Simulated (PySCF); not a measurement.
**C₃H₁₁Ge₂N: electronic excitations at several levels of theory**

Aim: compute the electronic excitations of C₃H₁₁Ge₂N (`C=[C](C)[GeH2][NH][GeH3]`) at several levels, and see how far they spread and what each costs.

The runs use PySCF 2.14.0, with density-fitted response routines of our own; the level of theory stands in each step. All values are computed, except where a source is named. Atoms are numbered from 0 throughout.

## (1) The starting structure

17 atoms, charge 0, multiplicity 1; geometry from: GFN2-xTB.

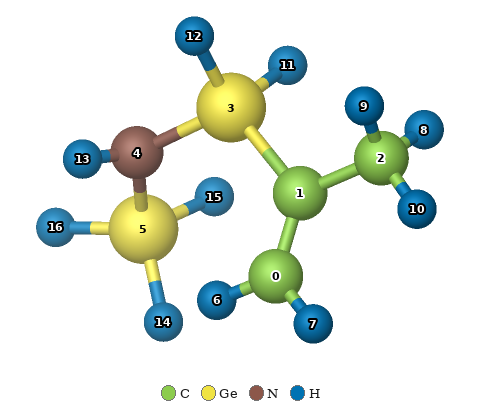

As it starts; carbon green, germanium yellow, nitrogen brown, hydrogen blue, atoms numbered; sticks join atoms by distance.

## (2) Optimising the geometry at PBE0-D3(BJ)/def2-SVP

Job settings and geometry (Å):

```
{"job": {"xc": "PBE0", "basis": "def2-SVP", "d3": "d3bj", "grid": 1, "kind": "geom"}, "charge": 0, "multiplicity": 1}
C     -0.916967    -0.129219    -1.452013
C     -1.267787    -0.160495    -0.176063
C     -2.578899    -0.712196     0.286625
Ge    -0.083708     0.517681     1.247711
N      1.565941     1.066158     0.692629
Ge     2.843544    -0.022875     0.007988
H      0.034281     0.276132    -1.765784
H     -1.555153    -0.502232    -2.240034
H     -2.410568    -1.520080     0.999226
H     -3.146367     0.063362     0.801717
H     -3.169119    -1.089230    -0.546360
H      0.167849    -0.558459     2.269703
H     -0.687263     1.710706     1.952616
H      1.588505     2.009391     0.333855
H      2.603174    -0.434752    -1.421269
H      2.872026    -1.238581     0.870474
H      4.133513     0.736719     0.077454
```

What it wrote:

```text
step   0  E = -4328.30100046  max force = 0.017498
step   1  E = -4328.30604946  max force = 0.005077
step   2  E = -4328.30648902  max force = 0.001117
step   3  E = -4328.30650848  max force = 0.001161
step   4  E = -4328.30653837  max force = 0.001004
step   5  E = -4328.30657887  max force = 0.000974
step   6  E = -4328.30659520  max force = 0.000671
step   7  E = -4328.30660933  max force = 0.000334
optimisation converged
```

Run time: 2.5 min. Hardware: 1 thread, shared host.

Step by step:

```csv
step,energy from step 0 (eV),largest force component (eV/Å)
0,0.0000,0.8998
1,-0.1374,0.2611
2,-0.1494,0.0574
3,-0.1499,0.0597
4,-0.1507,0.0516
5,-0.1518,0.0501
6,-0.1522,0.0345
7,-0.1526,0.0172
```

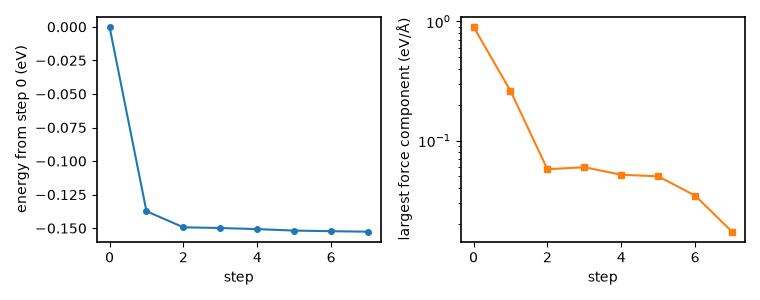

Energy and largest force along the relaxation.

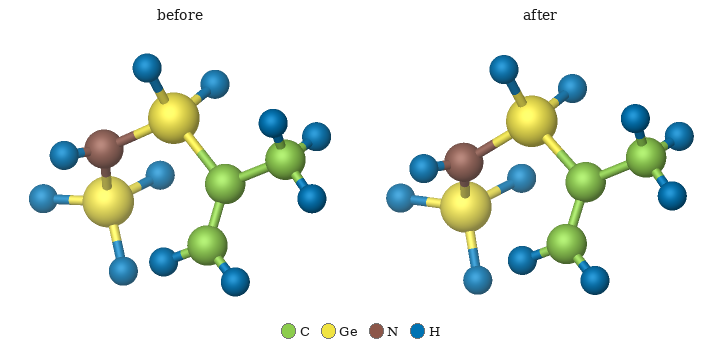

The geometry before (left) and after (right).

Distances of close pairs at the start and the end, largest changes first:

```csv
bond,before (Å),after (Å),change (Å)
Ge5–H15,1.491,1.538,+0.048
Ge5–H16,1.499,1.542,+0.044
Ge5–H14,1.507,1.547,+0.041
Ge3–H11,1.505,1.544,+0.038
Ge3–H12,1.511,1.545,+0.033
N4–Ge5,1.813,1.832,+0.019
C0–H7,1.080,1.097,+0.017
C1–Ge3,1.972,1.955,-0.017
```

The end geometry stands in the next job.

```csv
at the end point,value
point group (found at 0.08 Å tolerance),C1
"rotational constants (GHz, main isotopes)","2.972, 0.687, 0.599"
dipole moment (D),0.74
```

## (3) Ultraviolet spectrum: CAM-B3LYP/def2-SVPD

Job settings and geometry (Å):

```
{"job": {"kind": "uv", "xc": "CAM-B3LYP", "basis": "def2-SVPD", "ip": true}, "charge": 0, "multiplicity": 1}
C     -1.175627    -0.137170    -1.628677
C     -1.525019    -0.196600    -0.338416
C     -2.830829    -0.756888     0.137914
Ge    -0.260308     0.475950     0.992668
N      1.315506     0.997692     0.215845
Ge     2.705500    -0.086303    -0.284116
H     -0.210353     0.274717    -1.941032
H     -1.840863    -0.501246    -2.421948
H     -2.673572    -1.611851     0.817465
H     -3.404372    -0.007703     0.710091
H     -3.459759    -1.098877    -0.699082
H      0.065171    -0.638803     2.009547
H     -0.858913     1.696947     1.725398
H      1.337285     1.946752    -0.143486
H      2.613410    -0.528559    -1.764204
H      2.640037    -1.329327     0.620073
H      4.033136     0.671785    -0.081585
```

Method: TDDFT CAM-B3LYP/def2-SVPD, vertical, gas phase, core orbitals frozen in the response.

What it wrote:

```text
coarse grid: 62688 points
cycle   1  E = -4329.1047013556  dE = -8.984e-01  |g| = 7.008e-01  |ddm| = 5.951e+00
cycle   2  E = -4329.0845718633  dE =  2.013e-02  |g| = 7.929e-01  |ddm| = 1.970e+00
cycle   3  E = -4329.1800050172  dE = -9.543e-02  |g| = 8.619e-02  |ddm| = 1.043e+00
cycle   4  E = -4329.1814727432  dE = -1.468e-03  |g| = 3.741e-02  |ddm| = 1.609e-01
cycle   5  E = -4329.1817516127  dE = -2.789e-04  |g| = 3.948e-03  |ddm| = 5.346e-02
cycle   6  E = -4329.1817549973  dE = -3.385e-06  |g| = 2.136e-03  |ddm| = 1.236e-02
final grid: 129784 points
cycle   7  E = -4329.1817643540  dE =  5.839e-07  |g| = 2.702e-03  |ddm| = 1.046e-02
cycle   8  E = -4329.1817629054  dE =  1.449e-06  |g| = 3.637e-03  |ddm| = 9.050e-03
cycle   9  E = -4329.1817661066  dE = -3.201e-06  |g| = 1.580e-04  |ddm| = 5.245e-03
cycle  10  E = -4329.1817661114  dE = -4.850e-09  |g| = 2.426e-05  |ddm| = 2.353e-04
cycle  11  E = -4329.1817661116  dE = -1.301e-10  |g| = 1.667e-05  |ddm| = 7.905e-05
converged SCF energy = -4329.1817661116

Static polarisability (au): isotropic 105.790, principal 87.488 109.214 120.669

Singlet excitations
state   eV       nm        f      main configurations
  1   5.8430    212.2   0.00800   H->L 0.81, H->L+2 0.08
  2   6.2175    199.4   0.00173   H->L+1 0.51, H->L+2 0.32, H-2->L+1 0.09
  3   6.6690    185.9   0.03316   H->L+2 0.44, H->L+1 0.29, H->L 0.14
  4   6.9368    178.7   0.04299   H-1->L 0.79
  5   7.0284    176.4   0.12231   H-1->L+1 0.31, H->L+3 0.30, H->L+5 0.10
  6   7.0664    175.5   0.13733   H->L+3 0.38, H-1->L+1 0.32
  7   7.2431    171.2   0.00941   H-1->L+2 0.57, H-1->L+3 0.22, H-1->L+1 0.11
  8   7.3170    169.4   0.00562   H->L+4 0.28, H->L+5 0.16, H-2->L+1 0.13
  9   7.4869    165.6   0.00432   H-2->L+1 0.31, H->L+7 0.13, H-2->L+2 0.12
 10   7.5622    164.0   0.00080   H->L+6 0.25, H->L+4 0.18, H->L+5 0.12

Triplet excitations (Tamm-Dancoff, eV): 4.2545 5.4296 5.8337 6.4078
Vertical ionisation energy (delta-SCF) = 8.8528 eV
```

Run time: 3.7 min. Hardware: 1 thread, shared host.

Frontier orbitals and where they lie:

```csv
orbital,eV,atoms
HOMO−3,-10.58,"Ge5 20 %, Ge3 20 %, H12 16 %"
HOMO−2,-10.02,"C1 23 %, Ge3 18 %, C0 12 %"
HOMO−1,-8.76,"C0 37 %, C1 34 %, C2 8 %"
HOMO,-8.30,"N4 53 %, Ge5 9 %, Ge3 8 %"
LUMO,0.83,"Ge5 28 %, Ge3 21 %, H13 11 %"
LUMO+1,1.05,"C0 20 %, C1 20 %, Ge5 13 %"
LUMO+2,1.12,"Ge5 15 %, Ge3 12 %, C0 12 %"
```

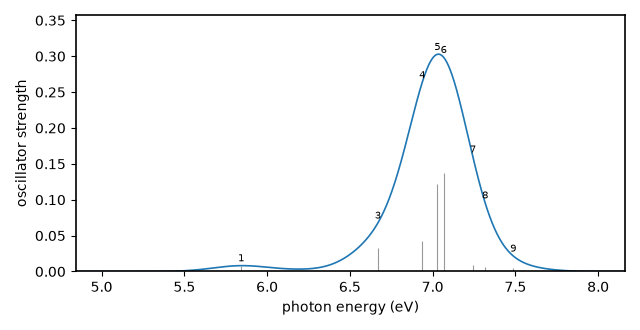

Absorption spectrum from the 10 singlet states computed; above the last one it falls off for lack of states. Lines are broadened to a width of 0.40 eV (Gaussian).

Further results of this job:

```csv
property,computed
dipole moment (D),0.73
polarisability (Å³),15.68
HOMO–LUMO gap (eV),9.13
−ε(HOMO) (eV),8.30
```

## (4) TDDFT and polarisability: wB97X-D/def2-SVPD

Settings changed since step 3:

```diff
@@ -1,2 +1,2 @@
-{"job": {"kind": "uv", "xc": "CAM-B3LYP", "basis": "def2-SVPD", "ip": true}, "charge": 0, "multiplicity": 1}
+{"job": {"kind": "uv", "xc": "wB97X-D", "basis": "def2-SVPD", "ip": true}, "charge": 0, "multiplicity": 1}
 C     -1.175627    -0.137170    -1.628677
```

With the program's defaults for keys left out, this is: TDDFT wB97X-D/def2-SVPD, vertical, gas phase, core orbitals frozen in the response.

What it wrote:

```text
coarse grid: 62688 points
cycle   1  E = -4329.0437112003  dE = -9.145e-01  |g| = 6.473e-01  |ddm| = 5.849e+00
cycle   2  E = -4329.0430351829  dE =  6.760e-04  |g| = 6.847e-01  |ddm| = 1.917e+00
cycle   3  E = -4329.1138390516  dE = -7.080e-02  |g| = 5.947e-02  |ddm| = 9.289e-01
cycle   4  E = -4329.1145415656  dE = -7.025e-04  |g| = 3.721e-02  |ddm| = 1.694e-01
cycle   5  E = -4329.1148277672  dE = -2.862e-04  |g| = 3.896e-03  |ddm| = 5.786e-02
cycle   6  E = -4329.1148326995  dE = -4.932e-06  |g| = 1.696e-03  |ddm| = 1.744e-02
final grid: 129784 points
cycle   7  E = -4329.1141298680  dE = -1.887e-06  |g| = 1.842e-03  |ddm| = 1.888e-02
cycle   8  E = -4329.1141298422  dE =  2.574e-08  |g| = 1.926e-03  |ddm| = 6.280e-03
cycle   9  E = -4329.1141306272  dE = -7.850e-07  |g| = 1.803e-04  |ddm| = 3.079e-03
cycle  10  E = -4329.1141306361  dE = -8.866e-09  |g| = 6.127e-05  |ddm| = 4.171e-04
cycle  11  E = -4329.1141306377  dE = -1.576e-09  |g| = 1.852e-05  |ddm| = 2.794e-04
cycle  12  E = -4329.1141306377  dE = -9.095e-11  |g| = 6.303e-06  |ddm| = 5.786e-05
converged SCF energy = -4329.1141306377

Static polarisability (au): isotropic 105.736, principal 87.636 109.077 120.495

Singlet excitations
state   eV       nm        f      main configurations
  1   5.9630    207.9   0.00964   H->L 0.84, H->L+2 0.10
  2   6.2215    199.3   0.00159   H->L+1 0.80, H-2->L+1 0.13
  3   6.8594    180.8   0.02662   H->L+2 0.71, H->L 0.09
  4   7.0514    175.8   0.24149   H-1->L+1 0.49, H-1->L 0.39
  5   7.1248    174.0   0.07141   H-1->L 0.43, H-1->L+1 0.37
  6   7.2242    171.6   0.00967   H->L+3 0.51, H->L+5 0.15, H->L+4 0.14
  7   7.3975    167.6   0.01490   H-2->L+1 0.44, H->L+4 0.13, H->L+3 0.11
  8   7.4644    166.1   0.00241   H-1->L+2 0.56, H-1->L+3 0.30
  9   7.5565    164.1   0.00507   H->L+4 0.40, H-2->L+1 0.21, H->L+7 0.13
 10   7.7194    160.6   0.00059   H->L+7 0.25, H->L+5 0.21, H-2->L 0.13

Triplet excitations (Tamm-Dancoff, eV): 4.3787 5.6105 5.8646 6.6509
Vertical ionisation energy (delta-SCF) = 8.8333 eV
```

It took 3.4 min on 1 thread, shared host.

Key values: HOMO -8.80 eV, LUMO 1.68 eV; lowest singlet 5.96 eV.

[end of part 1 of 2]
